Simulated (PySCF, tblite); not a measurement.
# C₃H₇BF₂O₂: geometry, infrared bands and NMR shifts

Aim: predict the infrared bands and NMR shifts of C₃H₇BF₂O₂ (`COCCOB(F)F`).

Computed with tblite 0.8.0 and PySCF 2.14.0, with density-fitted response routines of our own, on a single molecule in the gas phase. Atoms are numbered from 0 throughout.

## Step 1: Starting geometry

15 atoms, charge 0, multiplicity 1; geometry from: force field or distance geometry start.

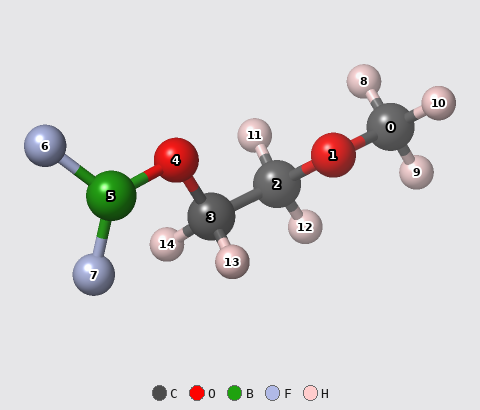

The starting geometry (carbon dark grey, oxygen red, boron green, fluorine light blue, hydrogen pink), atoms numbered.

## Step 2: Relaxing the molecule with GFN2-xTB

What the job is given:

```
{"job": {"kind": "relax", "xc": "GFN2-xTB", "basis": "xTB"}, "charge": 0, "multiplicity": 1}
C     -2.534100     0.370800    -0.692400
O     -1.186100     0.291600    -1.025800
C     -0.596000    -0.330900     0.105000
C      0.862500    -0.486600    -0.097200
O      1.477300     0.756200    -0.266500
B      2.924400     0.537400    -0.459200
F      3.808000     1.585000     0.058100
F      3.383000    -0.828200    -0.287400
H     -2.608600     0.983200     0.231100
H     -3.000900    -0.631000    -0.524500
H     -3.100400     0.839800    -1.531500
H     -0.749000     0.323900     1.004800
H     -1.113500    -1.297300     0.272700
H      1.054900    -1.061400    -1.042800
H      1.374100    -1.044300     0.727900
```

On the command line:

```console
$ OMP_NUM_THREADS=1 python probes_run.py task.json out
```

The driver reads the jobs from task.json and runs them one after another.

Standard output:

```text
step      E/eV     max force
  0    -786.15590    4.758
  1    -787.04158    2.653
  2    -787.38040    3.637
  3    -787.53849    0.863
  4    -787.58097    0.626
  5    -787.67192    0.503
  6    -787.68864    0.494
  7    -787.73029    0.501
  8    -787.75957    0.525
  9    -787.79000    0.471
 10    -787.80916    0.353
 11    -787.82374    0.283
 12    -787.83588    0.357
 13    -787.84804    0.361
 14    -787.85632    0.221
 15    -787.86130    0.174
 16    -787.86528    0.194
 17    -787.86931    0.150
 18    -787.87322    0.173
 19    -787.87683    0.158
 20    -787.88037    0.182
 21    -787.88439    0.180
 22    -787.88905    0.174
 23    -787.89360    0.159
 24    -787.89694    0.137
 25    -787.89877    0.107
 26    -787.89969    0.068
 27    -787.90034    0.068
 28    -787.90093    0.065
 29    -787.90143    0.070
 30    -787.90183    0.053
 31    -787.90220    0.056
 32    -787.90260    0.063
 33    -787.90304    0.077
 34    -787.90343    0.061
 35    -787.90376    0.043
 36    -787.90407    0.043
 37    -787.90437    0.054
 38    -787.90463    0.052
 39    -787.90481    0.030
 40    -787.90496    0.031
 41    -787.90512    0.039
 42    -787.90530    0.056
 43    -787.90553    0.058
 44    -787.90584    0.047
 45    -787.90621    0.047
 46    -787.90657    0.049
 47    -787.90691    0.054
 48    -787.90723    0.050
 49    -787.90760    0.055
 50    -787.90799    0.061
 51    -787.90835    0.055
 52    -787.90868    0.052
 53    -787.90906    0.051
 54    -787.90954    0.060
 55    -787.91006    0.060
 56    -787.91056    0.049
 57    -787.91104    0.049
 58    -787.91152    0.045
 59    -787.91194    0.041
 60    -787.91219    0.030
 61    -787.91226    0.039
 62    -787.91232    0.033
 63    -787.91240    0.020
 64    -787.91249    0.020
 65    -787.91260    0.022
 66    -787.91271    0.027
 67    -787.91286    0.032
 68    -787.91307    0.037
 69    -787.91335    0.048
 70    -787.91364    0.051
 71    -787.91386    0.042
 72    -787.91404    0.035
 73    -787.91426    0.027
 74    -787.91446    0.026
 75    -787.91456    0.021
 76    -787.91460    0.015
 77    -787.91463    0.014
 78    -787.91466    0.013
 79    -787.91470    0.014
 80    -787.91473    0.013
 81    -787.91478    0.018
 82    -787.91486    0.024
 83    -787.91500    0.030
 84    -787.91517    0.030
 85    -787.91534    0.037
 86    -787.91552    0.043
 87    -787.91580    0.053
 88    -787.91609    0.089
 89    -787.91691    0.054
 90    -787.91686    0.339
 91    -787.91837    0.139
 92    -787.91943    0.071
 93    -787.92001    0.213
 94    -787.92100    0.079
 95    -787.92279    0.061
 96    -787.92342    0.340
 97    -787.92554    0.149
 98    -787.92662    0.144
 99    -787.92737    0.286
100    -787.92878    0.087
101    -787.92991    0.070
102    -787.93279    0.078
103    -787.93353    0.094
104    -787.93581    0.134
105    -787.93837    0.159
106    -787.94207    0.187
107    -787.94228    0.487
108    -787.94847    0.194
109    -787.95091    0.108
110    -787.95419    0.135
111    -787.95631    0.241
112    -787.95776    0.088
113    -787.95857    0.101
114    -787.95900    0.072
115    -787.95937    0.064
116    -787.95973    0.082
117    -787.96011    0.080
118    -787.96059    0.089
119    -787.96114    0.111
120    -787.96174    0.076
121    -787.96237    0.075
122    -787.96302    0.067
123    -787.96373    0.070
124    -787.96498    0.065
125    -787.96718    0.097
126    -787.96846    0.113
127    -787.96954    0.145
128    -787.97119    0.161
129    -787.97227    0.070
130    -787.97292    0.054
131    -787.97362    0.083
132    -787.97425    0.047
133    -787.97509    0.067
134    -787.97583    0.065
135    -787.97605    0.097
136    -787.97633    0.080
137    -787.97656    0.034
138    -787.97666    0.019
139    -787.97675    0.013
140    -787.97678    0.013
141    -787.97680    0.018
142    -787.97684    0.024
143    -787.97688    0.024
144    -787.97694    0.023
145    -787.97700    0.022
146    -787.97706    0.020
147    -787.97714    0.025
148    -787.97725    0.038
149    -787.97742    0.050
150    -787.97766    0.059
151    -787.97800    0.061
152    -787.97843    0.050
153    -787.97889    0.044
154    -787.97933    0.043
155    -787.97971    0.024
156    -787.97993    0.017
157    -787.98003    0.015
158    -787.98008    0.025
159    -787.98013    0.019
160    -787.98017    0.017
161    -787.98021    0.015
162    -787.98023    0.013
163    -787.98025    0.010
164    -787.98026    0.009
```

Run time: 1.4 s. Hardware: 1 thread of Arm Neoverse N1, shared host.

Step by step: (not every step is listed)

```csv
step,energy from step 0 (eV),largest force (eV/Å)
0,0.0000,4.7582
1,-0.8857,2.6531
2,-1.2245,3.6368
3,-1.3826,0.8629
4,-1.4251,0.6265
5,-1.5160,0.5032
6,-1.5327,0.4938
7,-1.5744,0.5009
8,-1.6037,0.5250
23,-1.7377,0.1588
38,-1.7487,0.0520
53,-1.7532,0.0514
68,-1.7572,0.0367
83,-1.7591,0.0298
98,-1.7707,0.1436
113,-1.8027,0.1014
128,-1.8153,0.1614
143,-1.8210,0.0239
158,-1.8242,0.0250
159,-1.8242,0.0190
160,-1.8243,0.0170
161,-1.8243,0.0151
162,-1.8243,0.0128
163,-1.8243,0.0102
164,-1.8244,0.0088
```

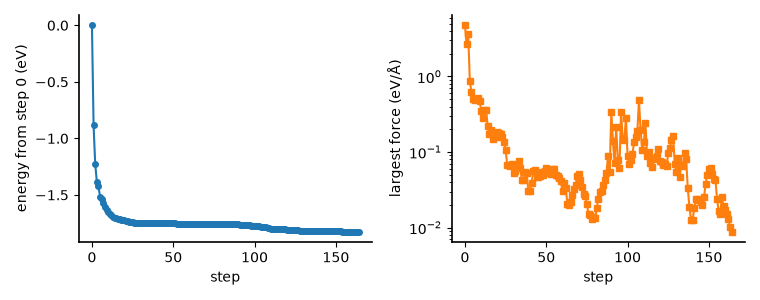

Energy and largest force along the relaxation.

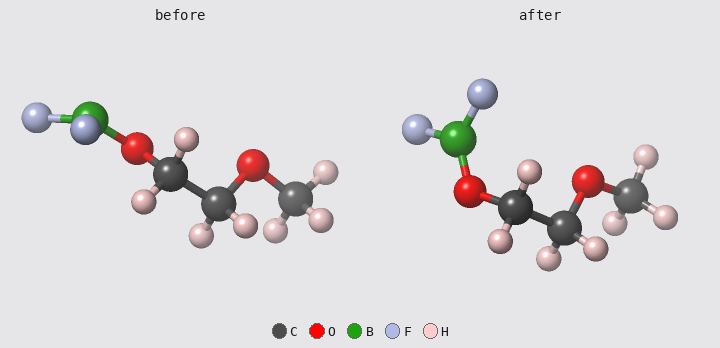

Before and after, at one scale.

Close pairs (by a distance rule), those that changed most:

```
  bond  before (Å)  after (Å)  change (Å)
 O4–B5       1.476      1.318      -0.158
 B5–F6       1.465      1.321      -0.144
 B5–F7       1.451      1.326      -0.125
 C2–C3       1.481      1.527      +0.046
C3–H13       1.123      1.094      -0.030
C0–H10       1.116      1.088      -0.028
C3–H14       1.120      1.093      -0.027
C2–H11       1.123      1.100      -0.023
```

The next job starts from the end point, and lists it.

## Step 3: Harmonic vibrations with GFN2-xTB

What the job is given:

```
{"job": {"kind": "ir", "xc": "GFN2-xTB", "basis": "xTB"}, "charge": 0, "multiplicity": 1}
C     -2.122529     0.614496    -0.900496
O     -0.820591     0.088429    -0.846173
C     -0.542103    -0.576981     0.360078
C      0.926873    -0.991944     0.348172
O      1.746632     0.155407     0.499139
B      2.358719     0.770311    -0.493614
F      3.020530     1.887554    -0.252480
F      2.422486     0.324867    -1.740954
H     -2.287826     1.352523    -0.106069
H     -2.874048    -0.179316    -0.806739
H     -2.220274     1.095748    -1.870868
H     -0.726566     0.087718     1.217393
H     -1.174851    -1.472755     0.464242
H      1.148491    -1.499671    -0.594620
H      1.140643    -1.648397     1.195421
```

Standard output:

```text
mode    cm-1     km/mol
  1      27.0      0.04
  2      52.5      0.21
  3      81.4      7.44
  4     131.9      0.28
  5     181.3      3.04
  6     231.5      5.03
  7     271.2      5.09
  8     332.8      2.65
  9     406.1     23.71
 10     485.8      5.98
 11     513.1     26.44
 12     548.7    124.72
 13     785.5     13.56
 14     876.0     12.14
 15     943.8      4.98
 16    1037.6     35.04
 17    1079.5     19.99
 18    1093.6     27.82
 19    1123.9     77.24
 20    1136.3      2.18
 21    1171.5     18.38
 22    1210.7     16.32
 23    1240.0      7.40
 24    1275.6    424.76
 25    1311.9     45.22
 26    1341.6      8.34
 27    1404.0    122.37
 28    1407.2    447.55
 29    1438.7    149.64
 30    1465.9      5.85
 31    1467.4      8.25
 32    1487.6      3.32
 33    2846.7     58.21
 34    2880.7     38.05
 35    2899.5     52.67
 36    2921.7     51.97
 37    2956.5     20.88
 38    2959.0     21.54
 39    3037.0     12.43
```

It took 0.62 s on 1 thread of Arm Neoverse N1, shared host.

The strongest bands and the atoms that carry them (share of the mass-weighted mode):

| cm⁻¹ | km/mol | atoms |
| --- | --- | --- |
| 549 | 124.7 | B5 50 %, O4 16 % |
| 1124 | 77.2 | O1 45 %, C0 23 %, C2 18 % |
| 1276 | 424.8 | B5 72 %, F6 14 %, F7 10 % |
| 1404 | 122.4 | H10 25 %, H9 22 %, H8 21 %, B5 10 % |
| 1407 | 447.6 | B5 38 %, O4 16 % |
| 1439 | 149.6 | H13 37 %, H14 36 %, B5 14 % |
| 2847 | 58.2 | H12 75 %, H11 16 % |
| 2900 | 52.7 | H9 51 %, H8 40 % |

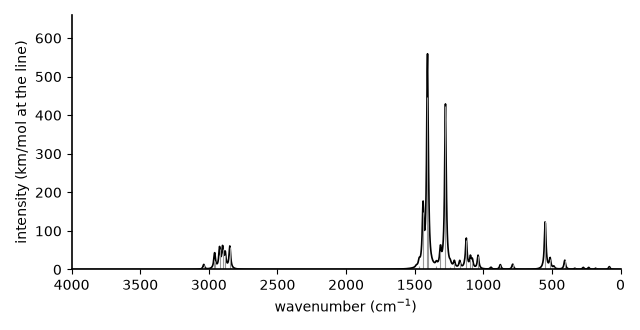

The infrared spectrum from these modes, unscaled. Lines are broadened to a width of 14 cm⁻¹ (Lorentzian).

## Step 4: NMR shieldings: PBE0/pcSseg-1

Settings changed since step 3:

```diff
@@ -1,2 +1,2 @@
-{"job": {"kind": "ir", "xc": "GFN2-xTB", "basis": "xTB"}, "charge": 0, "multiplicity": 1}
+{"job": {"kind": "nmr", "xc": "PBE0", "basis": "pcSseg-1"}, "charge": 0, "multiplicity": 1}
 C     -2.122529     0.614496    -0.900496
```

Level: GIAO PBE0/pcSseg-1 NMR shielding, non-relativistic, gas phase.

Standard output:

```text
coarse grid: 13032 points
cycle   1  E = -492.8862596480  dE =  1.046e+00  |g| = 9.075e-01  |ddm| = 3.229e+00
cycle   2  E = -492.7647379334  dE =  1.215e-01  |g| = 1.263e+00  |ddm| = 1.299e+00
cycle   3  E = -493.0218881991  dE = -2.572e-01  |g| = 9.099e-02  |ddm| = 8.216e-01
cycle   4  E = -493.0228890511  dE = -1.001e-03  |g| = 5.085e-02  |ddm| = 6.798e-02
cycle   5  E = -493.0232771778  dE = -3.881e-04  |g| = 6.289e-03  |ddm| = 2.887e-02
cycle   6  E = -493.0232829772  dE = -5.799e-06  |g| = 1.727e-03  |ddm| = 4.524e-03
final grid: 128064 points
cycle   7  E = -493.1003645364  dE = -5.912e-05  |g| = 1.321e-02  |ddm| = 2.218e-02
cycle   8  E = -493.1003298881  dE =  3.465e-05  |g| = 1.957e-02  |ddm| = 1.601e-02
cycle   9  E = -493.1003936787  dE = -6.379e-05  |g| = 1.165e-03  |ddm| = 1.018e-02
cycle  10  E = -493.1003939822  dE = -3.034e-07  |g| = 1.979e-04  |ddm| = 1.037e-03
cycle  11  E = -493.1003939897  dE = -7.580e-09  |g| = 7.901e-05  |ddm| = 1.710e-04
cycle  12  E = -493.1003939907  dE = -9.218e-10  |g| = 2.856e-05  |ddm| = 6.161e-05
converged SCF energy = -493.1003939907

GIAO shielding tensors (ppm)
atom      isotropic    diamagn.    paramagn.     s11        s22        s33       span
  0 C      125.162     243.748    -118.586     93.753     98.025    183.708     89.955
  1 O      313.416     399.131     -85.714    280.929    310.820    348.500     67.571
  2 C      109.201     247.541    -138.341     85.510     95.391    146.702     61.193
  3 C      117.193     245.164    -127.971     90.566    110.448    150.566     60.000
  4 O      242.894     394.293    -151.398    153.178    253.477    322.028    168.850
  5 B       87.594     196.189    -108.595     75.598     80.056    107.129     31.531
  6 F      306.302     466.940    -160.638    191.934    360.916    366.054    174.120
  7 F      311.373     469.213    -157.840    185.034    353.355    395.730    210.696
  8 H       28.362      29.465      -1.102     24.402     26.262     34.423     10.021
  9 H       28.356      28.535      -0.178     24.538     25.882     34.649     10.111
 10 H       27.705      28.722      -1.017     23.651     25.359     34.104     10.454
 11 H       28.128      31.668      -3.541     24.543     27.505     32.336      7.793
 12 H       28.247      30.912      -2.665     24.737     27.214     32.790      8.053
 13 H       27.115      30.516      -3.401     23.374     27.054     30.919      7.545
 14 H       27.700      28.593      -0.893     22.709     27.252     33.138     10.429
```

It took 40 s on 1 thread of Arm Neoverse N1, shared host; peak memory 0.95 GiB.

The references, computed at this level on geometries of the same kind, shield at (ppm): ¹H TMS 31.72, ¹³C TMS 186.9, ¹⁹F CFCl3 170.9, ¹⁷O H2O 336.1, ¹¹B BF3·OEt2 100.1. Their shielding less the atom's gives the shift. The references are single molecules in the gas phase, so shifts against H2O, NH3, PH3, H3PO4 or CFCl3 are not on the usual liquid scales and can be off by tens of ppm. Atoms listed in one row are averaged.

| atoms | environment | σ (ppm) | δ (ppm) | δ scaled to CDCl3 |
| --- | --- | --- | --- | --- |
| C2 | sp3 CH2 bonded to O | 109.2 | 77.7 | 73.9 |
| C3 | sp3 CH2 bonded to O | 117.2 | 69.7 | 66.1 |
| C0 | methyl carbon bonded to O | 125.2 | 61.8 | 58.4 |
| H13, H14 | hydrogen on an sp3 CH2 bonded to O | 27.41 | 4.31 | 4.17 |
| H8, H9, H10 | hydrogen on a methyl carbon bonded to O | 28.14 | 3.58 | 3.48 |
| H11, H12 | hydrogen on an sp3 CH2 bonded to O | 28.19 | 3.53 | 3.43 |
| O4 | oxygen bonded to C, B | 242.9 | 93.2 | – |
| O1 | ether oxygen | 313.4 | 22.7 | – |
| B5 | boron bonded to 2 F, O | 87.6 | 12.5 | – |
| F6, F7 | fluorine bonded to B | 308.8 | -137.9 | – |

The scaled column applies a straight-line fit of computed shieldings to shifts measured in CDCl3, and one for carbons that bear F (root-mean-square error 0.16 ppm for H, 1.9 ppm for C).

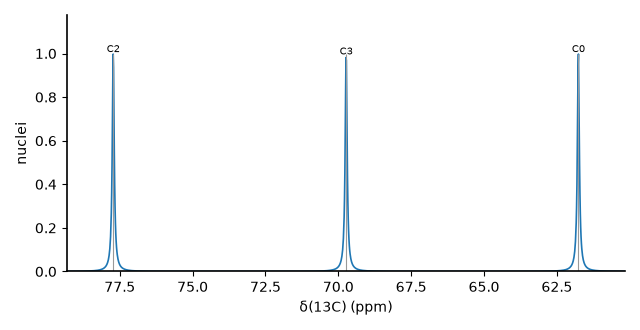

¹³C lines at the computed shifts, without couplings. Lines are broadened to a width of 0.08 ppm (Lorentzian).

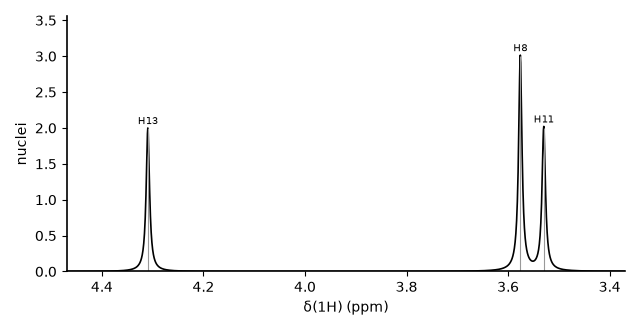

¹H lines at the computed shifts, without couplings. Lines are broadened to a width of 0.01 ppm (Lorentzian).

Charges from the same density, by scheme (e):

| atoms | Mulliken | IAO | Hirshfeld | ESP fit |
| --- | --- | --- | --- | --- |
| C0 | -0.03 | -0.20 | -0.04 | -0.22 |
| O1 | -0.52 | -0.39 | -0.14 | -0.25 |
| C2 | 0.03 | -0.06 | 0.00 | 0.00 |
| C3 | 0.07 | -0.05 | 0.02 | 0.10 |
| O4 | -0.49 | -0.41 | -0.18 | -0.49 |
| B5 | 0.77 | 0.82 | 0.34 | 0.90 |
| F6, F7 | -0.31 | -0.34 | -0.15 | -0.34 |

IAO charges:

C0 -0.20; O1 -0.39; C2 -0.06; C3 -0.05; O4 -0.41; B5 0.82; F6 -0.33; F7 -0.34; H8 0.12; H9 0.12; H10 0.16; H11 0.13; H12 0.12; H13 0.15; H14 0.16

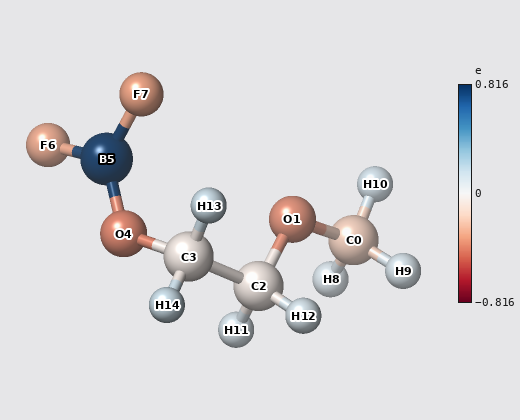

IAO charges, as colours on the atoms.

Mayer bond orders: C0–O1 0.93, O1–C2 0.93, C2–C3 1.04, C3–O4 0.86, O4–B5 1.22, B5–F6 1.10, B5–F7 1.06.

## Step 5: Outcome

| quantity | value |
| --- | --- |
| strongest single infrared mode (GFN2-xTB) | 1407 cm⁻¹, 448 km/mol |
| zero-point energy (GFN2-xTB) | 68.7 kcal/mol |
| ¹³C shifts against TMS (PBE0/pcSseg-1) | 77.7, 69.7, 61.8 ppm |
| ¹H shifts against TMS (PBE0/pcSseg-1, means over atoms taken as alike) | 4.31, 3.58, 3.53 ppm |
| ¹⁷O shifts against H2O (PBE0/pcSseg-1) | 93.2, 22.7 ppm |
| ¹¹B shifts against BF3·OEt2 (PBE0/pcSseg-1) | 12.5 ppm |
| ¹⁹F shifts against CFCl3 (PBE0/pcSseg-1, means over atoms taken as alike) | -137.9 ppm |

In words: Over 164 steps the energy fell by 1.824 eV; of the close pairs, O4–B5 changed most, 1.476 to 1.318 Å. All 39 modes are real, so the xTB geometry is a minimum. Unscaled tight-binding wavenumbers are off by several per cent, some by more. Its intensities can rank the bands wrongly. At PBE0/pcSseg-1: The widest tensor belongs to F6, F7: span 192 ppm, with a paramagnetic part of -159 ppm.
